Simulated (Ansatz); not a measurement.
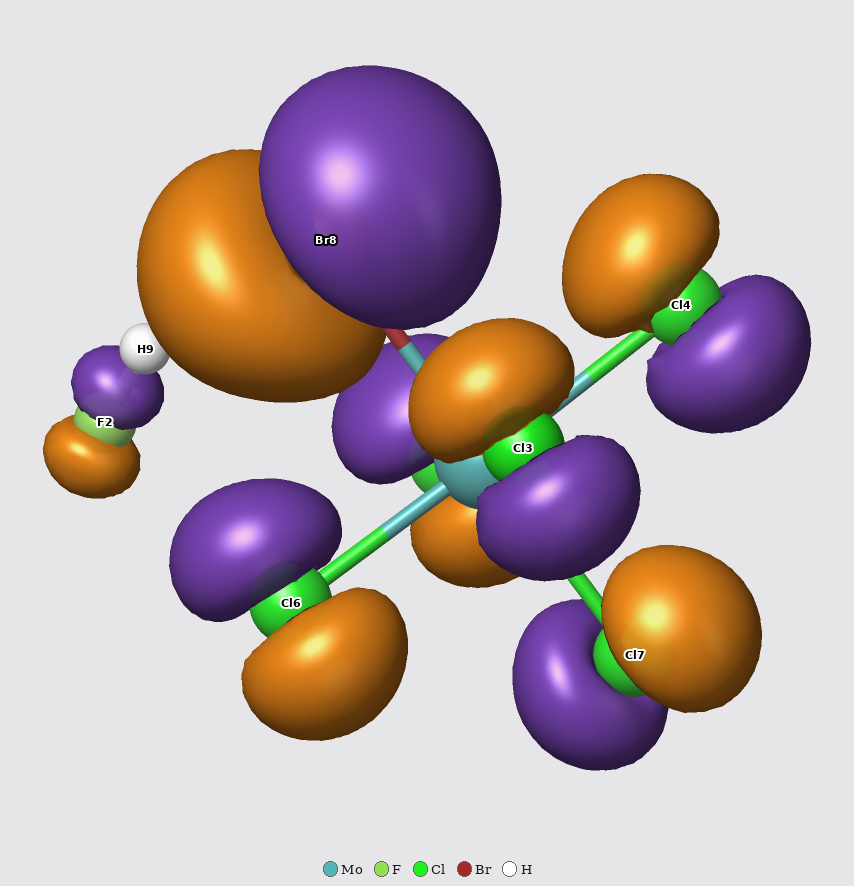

Figure 1: BrCl5Mo···HF. The HOMO−1 at ±0.08 Å⁻³ᐟ² (orange and purple are the two phases), seen at a tilt.

Core potentials replace the inner electrons of Mo.

Theory: RKS PBE/def2-SVP in Ansatz 0.2.0.

```yaml
atoms:
  - { symbol: Mo, position_ang: [0.3814, 0.4271, -0.5331] }
  - { symbol: F, position_ang: [-0.3973, -0.5264, 3.2415] }
  - { symbol: Cl, position_ang: [2.4749, 0.2263, -1.5084] }
  - { symbol: Cl, position_ang: [0.1712, 2.5217, -1.5041] }
  - { symbol: Cl, position_ang: [-1.6797, 0.6789, 0.4708] }
  - { symbol: Cl, position_ang: [0.6460, -1.6326, 0.4649] }
  - { symbol: Cl, position_ang: [-0.6042, -0.5635, -2.3742] }
  - { symbol: Br, position_ang: [1.4607, 1.5152, 1.4733] }
  - { symbol: H, position_ang: [0.2226, 0.1407, 3.0037] }
```

Where does this orbital lie, and at what energy?

Answer. Its weight (Hirshfeld) is mainly on Br8 (about 50 %), Cl4 (about 10 %), Cl6 (about 10 %), Cl3 (about 10 %), Cl7 (about 10 %) and Cl5 (about 10 %); largely a combination of lone pairs on Br8, Cl4, Cl6, Cl3, Cl7 and Cl5. Its energy is −7.78 eV.
